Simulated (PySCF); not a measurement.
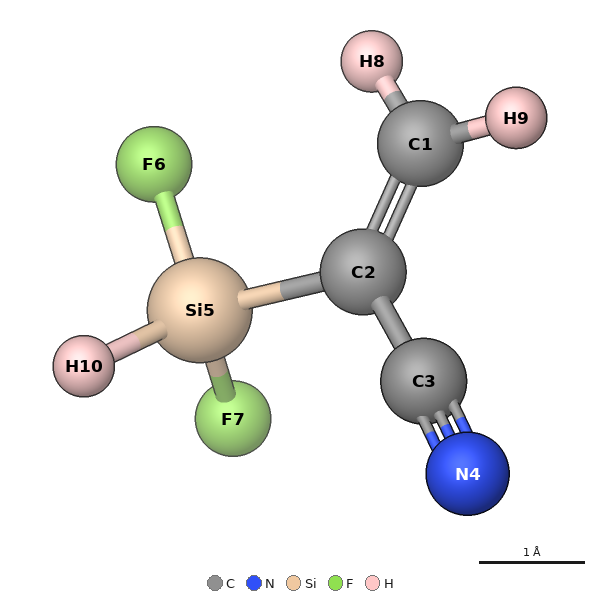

Orthographic view. Depth is shown by fading: the farther an atom, the more it takes the colour of the background. The computed structure is the end point of a PBE0-D3(BJ)/def2-SVP optimisation. No frequency run is at hand to confirm it as a minimum.

Write a Z-matrix (Å, degrees) in the order of the atom numbers, with these reference atoms: 2 to 1; 3 to 2, 1; 4 to 3, 1, 2; 5 to 2, 1, 3; 6 to 5, 2, 1; 7 to 5, 6, 2; 8 to 1, 2, 3; 9 to 1, 8, 2; 10 to 5, 7, 6.

```
C  
C    1   1.346
C    2   1.428   1   121.7
N    3   1.160   1   154.9   2  -179.2
Si   2   1.867   1   120.0   3   179.6
F    5   1.613   2   105.7   1    -3.4
F    5   1.609   6   107.6   2  -117.2
H    1   1.093   2   120.3   3  -179.5
H    1   1.094   8   117.9   2   179.9
H    5   1.475   7   108.7   6   119.0
```
